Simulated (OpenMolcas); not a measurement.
```
&GATEWAY
Basis set
Cu.ANO-RCC-VDZP.
Cu1 0.0 0.0 0.0 Angstrom
End of basis
Basis set
F.ANO-RCC-VDZP.
L1 2.035000 0.000000 0.000000 Angstrom
L2 0.000000 2.035000 0.000000 Angstrom
L3 0.000000 0.000000 2.035000 Angstrom
End of basis
Basis set
Zn.EMB-AIMP.Lopez-Moraza.11s8p.1s1p.ECP.KZnF3.
PseudoCharge
* 3 symmetry-unique lattice sites within 7.6 angstrom
End of basis
Basis set
K.EMB-AIMP.Lopez-Moraza.0s.0s.ECP.KZnF3.
PseudoCharge
* 16 symmetry-unique lattice sites within 7.6 angstrom
End of basis
Basis set
Zn.EMB-AIMP.Lopez-Moraza.0s.0s.ECP.KZnF3.
PseudoCharge
* 10 symmetry-unique lattice sites within 7.6 angstrom
End of basis
Basis set
F.EMB-AIMP.Lopez-Moraza.0s.0s.ECP.KZnF3.
PseudoCharge
* 39 symmetry-unique lattice sites within 7.6 angstrom
End of basis
Symmetry
XYZ
AngMom=0.0 0.0 0.0
AMFI
RICD
XField
1521 Angstrom 0
* Evjen-weighted lattice charges
&SEWARD
&RASSCF
FileOrb=start.orb
Symmetry=1
Spin=2
nActEl=9 0 0
Inactive=18 21
Ras2=5 0
CIRoot=5 5 1
SDav=5
CIMx=300
Iter=150 100
PrWF=0.3
OrbListing=Nothing
MaxOrb=0
LevShft=1.0
>>> COPY $Project.JobIph JOB001
&RASSI
NrOfJobIphs=1 5
1 2 3 4 5
IphNames
JOB001
EJob
SpinOrbit
DIPRint=1.0
SOCoupling=1000.0
Subsets=2
Property=9
'ANGMOM' 1 'ANGMOM' 2 'ANGMOM' 3 'MLTPL  1' 1 'MLTPL  1' 2 'MLTPL  1' 3
'AMFI' 1 'AMFI' 2 'AMFI' 3
SOProperty=3
'ANGMOM' 1 'ANGMOM' 2 'ANGMOM' 3
>>> COPY JOB001 $Project.JobIph
&CASPT2
Multistate=5 1 2 3 4 5
NoMult
Frozen=5 6
IPEA=0.25
Imaginary=0.1
MaxIter=60
WThr=0.0 0.3 0.05
PrWF=0.5
NoMix
```

Launched with:
```bash
OMP_NUM_THREADS=1 MOLCAS_MEM=2457 MOLCAS_PROJECT=a pymolcas a.inp > a.log  # once for each step of the input, in one work folder
```

The CASPT2 energies were then put on the diagonal of the RASSI spin-orbit matrix.

The calculation used state-averaged SS-CASPT2, IPEA shift 0.25, imaginary shift 0.1 hartree, closed shells 3s 3p correlated, active space 9 electrons in the shell 3d, basis ANO-RCC-VDZP on all atoms, DKH2 scalar Hamiltonian, spin-orbit coupling by RASSI with atomic mean-field integrals (OpenMolcas).

Cu²⁺ (3d⁹) as a dopant in KZnF₃, a cluster with its 6 nearest F⁻ at 2.035 Å (octahedron) embedded in model potentials and point charges; the geometry was set, not optimised. The cluster and the levels that result:

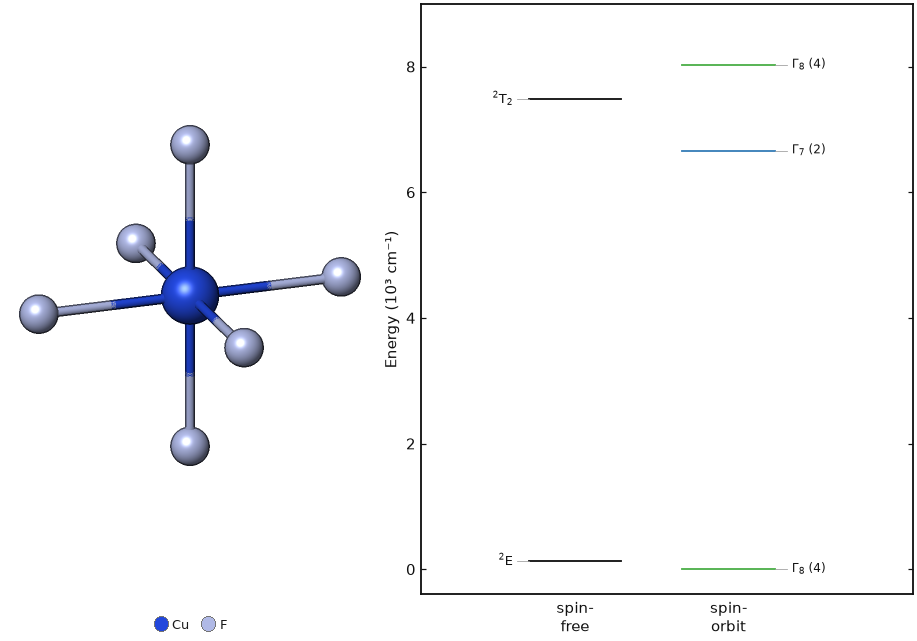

Labels give the representation in O, Td, D4 or D3 as the site allows (double group for half-integer spin) where it could be assigned and, in brackets, the degeneracy; spin-free states, where drawn, share the zero of the spin-orbit levels.

The ground level is Γ₈, 4-fold degenerate, 100 % from states of spin multiplicity 2. The next level lies at 6,660 cm⁻¹ (Γ₇). The lowest spin-free state is ²E, from the free-ion D term; of the same spin there follows at 7,350 cm⁻¹ (²T₂) above it. A ligand-field fit to the spin-free states gives |10Dq| = 7,350 cm⁻¹.

Note: orbital doublet at a regular site, Jahn-Teller distortion not allowed for; single d shell for a late 3d ion, CASPT2 field may be too large; the geometry is set by hand, with no relaxation and no charge compensation.
